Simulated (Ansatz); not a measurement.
# How far to go with the k-point mesh: YTe (I4mm, 2 atoms in the cell)

```yaml
crystal:
  lattice:
    - [0.00000, 3.08958, 3.08958]
    - [3.08958, 0.00000, 3.08958]
    - [3.08958, 3.08958, 0.00000]
  atoms:
    - { symbol: Y, position: [0.00809, 0.00809, 0.99191] }
    - { symbol: Te, position: [0.50000, 0.50000, 0.50000] }
```

Level of theory: PBEsol, default PAW files made with PBE (plane waves; Ansatz, a first-principles code).

Base settings: basis.ecutwfc = 30.9 Ry; kpoints.mp_grid.grid = 9 9 9; hamiltonian.xc = pbesol; hamiltonian.pseudopotentials = {kind: paw} (the program's default PAW files); scf.occupations.method = gaussian; scf.occupations.width = 0.0073 Ry.

The second cell is the first with its lattice scaled by 0.98.

Only quantities that move along the ladder and can be compared are tabulated.

The count of work is k-points × plane waves × bands × iterations; it is no time. Core times come from one kind of shared machine, to one figure; runs under 30 s give none.

The starting cell comes from a database of computed structures (which also holds hypothetical and non-ambient phases and stackings), without a prior relaxation at this level. Its lattice was rescaled by up to half a per cent. One atom was moved a little off its site on purpose. Ansatz's pressure includes its estimate of the finite-basis (Pulay) stress.

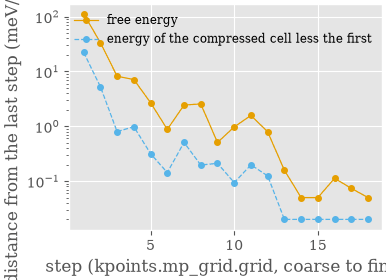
Fig. 1. Distance from the last step along the ladder; very small values are drawn at a floor.

```tsv
kpoints.mp_grid.grid	free energy less the last step's (meV/atom)	energy of the compressed cell less the first (meV/atom)	pressure (GPa)	largest difference of a force vector from the last step's (eV/Å)	count of work / last	core time / last (rough)
2 2 2	112.34	10.11	-1.22	0.075	0.0017	–
3 3 3	33.51	-6.83	-2.52	0.061	0.0026	–
4 4 4	-8.16	-11.30	-2.89	0.011	0.0065	–
5 5 5	-7.12	-11.11	-2.86	0.004	0.0077	–
6 6 6	-2.69	-11.78	-2.92	0.006	0.013	–
7 7 7	0.88	-11.95	-2.93	0.005	0.020	–
8 8 8	2.43	-11.59	-2.90	0.002	0.030	–
9 9 9	-2.56	-12.29	-2.96	0.002	0.038	–
10 10 10	0.51	-12.31	-2.96	0.002	0.044	–
11 11 11	0.97	-12.00	-2.94	0.000	0.063	–
12 12 12	-1.58	-12.29	-2.96	0.000	0.082	–
13 13 13	0.79	-11.97	-2.93	0.002	0.098	–
16 16 16	0.16	-12.08	-2.94	0.000	0.18	–
18 18 18	-0.03	-12.10	-2.94	0.000	0.24	0.3
20 20 20	0.03	-12.10	-2.94	0.000	0.32	0.3
22 22 22	-0.11	-12.11	-2.95	0.000	0.42	0.5
25 25 25	-0.07	-12.11	-2.95	0.000	0.59	0.6
27 27 27	0.00	-12.09	-2.94	0.000	0.74	0.9
30 30 30	0.00	-12.09	-2.94	0.000	1.0	1
```

Coarsest kpoints.mp_grid.grid that holds the forces within 0.01 eV/Å of the last step, with all finer ones: 5 5 5, at 0.0077 of the last step's count of work; the step before is off by 0.011 eV/Å.

Coarsest kpoints.mp_grid.grid that holds the free energy within 2 meV/atom of the last step, with all finer ones: 10 10 10, at 0.044 of the last step's count of work; the step before is off by 2.6 meV/atom.

Coarsest kpoints.mp_grid.grid that holds the energy of the compressed cell less the first within 2 meV/atom of the last step, with all finer ones: 4 4 4, at 0.0065 of the last step's count of work; the step before is off by 5.3 meV/atom.

The energy difference between the two cells stays within 1 meV/atom of the last step's from 4 4 4 on, the total only from 13 13 13 on: much of the error is common to both cells and cancels.

Keys are those of Ansatz 0.2.
